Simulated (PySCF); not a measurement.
**C₅H₁₆AlNO: density, localisation and related maps**

```yaml
atoms:
  - { symbol: C, position_ang: [2.6689, 0.2570, 1.0090] }
  - { symbol: C, position_ang: [1.3845, 1.0193, 0.7049] }
  - { symbol: C, position_ang: [0.8053, 0.6858, -0.6647] }
  - { symbol: N, position_ang: [0.3587, -0.7030, -0.7350] }
  - { symbol: C, position_ang: [-0.1441, -1.0381, -2.0601] }
  - { symbol: Al, position_ang: [-1.0516, -1.3094, 0.7022] }
  - { symbol: O, position_ang: [-2.1407, -0.0580, 0.6780] }
  - { symbol: C, position_ang: [-3.0984, 0.9478, 0.7233] }
  - { symbol: H, position_ang: [2.4641, -0.8011, 1.1571] }
  - { symbol: H, position_ang: [3.3901, 0.3702, 0.2005] }
  - { symbol: H, position_ang: [3.1190, 0.6357, 1.9227] }
  - { symbol: H, position_ang: [0.6299, 0.7747, 1.4560] }
  - { symbol: H, position_ang: [1.5807, 2.0928, 0.7411] }
  - { symbol: H, position_ang: [-0.0708, 1.3142, -0.8479] }
  - { symbol: H, position_ang: [1.5482, 0.8916, -1.4518] }
  - { symbol: H, position_ang: [1.1627, -1.2980, -0.5427] }
  - { symbol: H, position_ang: [-0.4433, -2.0846, -2.0743] }
  - { symbol: H, position_ang: [0.6021, -0.8589, -2.8414] }
  - { symbol: H, position_ang: [-1.0270, -0.4324, -2.2626] }
  - { symbol: H, position_ang: [-0.1577, -1.4319, 1.9690] }
  - { symbol: H, position_ang: [-1.5071, -2.6271, 0.0145] }
  - { symbol: H, position_ang: [-2.6994, 1.8780, 0.3031] }
  - { symbol: H, position_ang: [-3.4023, 1.1378, 1.7566] }
  - { symbol: H, position_ang: [-3.9835, 0.6574, 0.1500] }
```

Geometry: GFN2-xTB.

Method: PBE0/pcSseg-1, SCF density, gas phase, non-relativistic (PySCF).

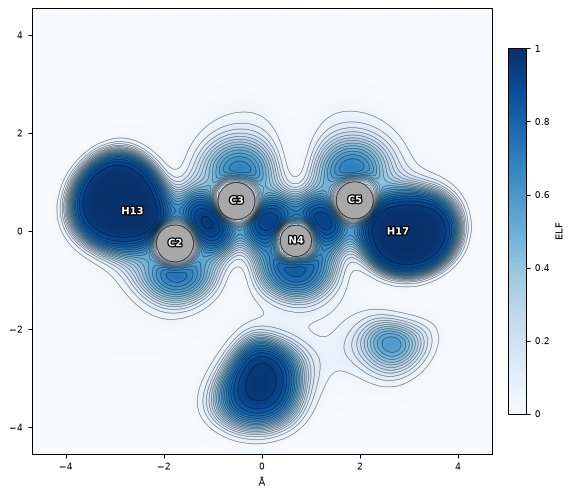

Figure 1. ELF on the plane of atoms N4, C5 and H17. Grey discs cover the atomic cores.

Q: Interpret the plot.

A:
- The section cuts through C, N and H sites.
- C–N (1.46 Å): the ELF peaks at about 0.95 between the atoms: a covalent bond.
- C–C (1.52 Å): the ELF peaks at about 0.95 between the atoms: localised, covalent bonding.
- C–H (1.09 Å): the ELF climbs to about 1 towards the hydrogen, as it does in any bond to H; a covalent bond by its length.

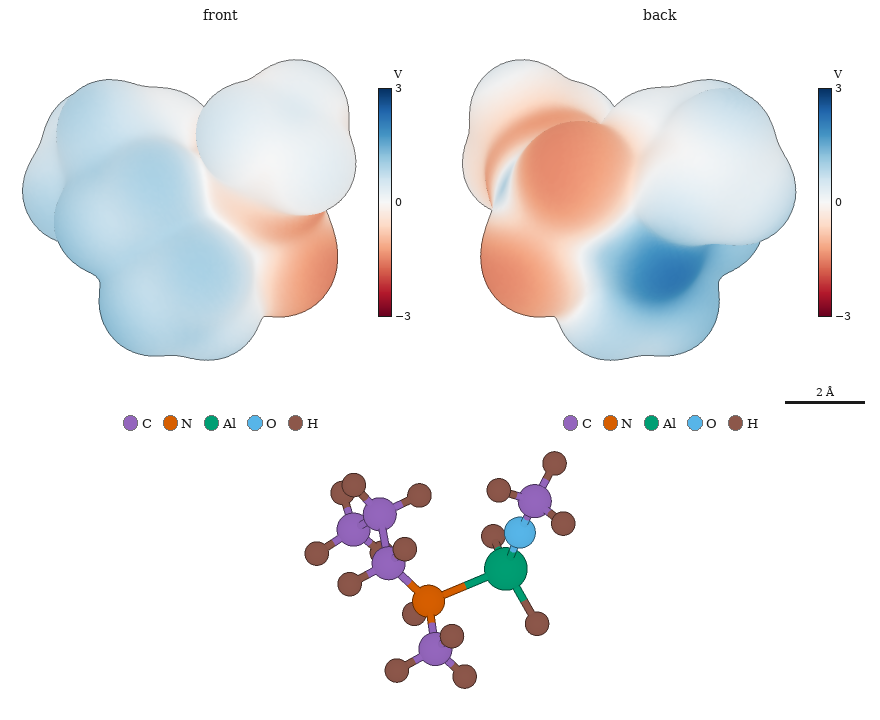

Figure 2. The molecular electrostatic potential painted on the density surface at 0.002 e/bohr³, seen from the front and from behind; red is negative and blue positive. The bare structure is drawn below in the same view.

Q: Where is the surface potential most negative and most positive?

A: The most negative region (about −1.4 V, or −32 kcal/mol for a unit charge) lies over H20 and H21, the most positive (about +2.1 V, or +48 kcal/mol for a unit charge) over H16.

Q: How polar is the molecule by this calculation?

A: Its dipole moment is 4.87 D.
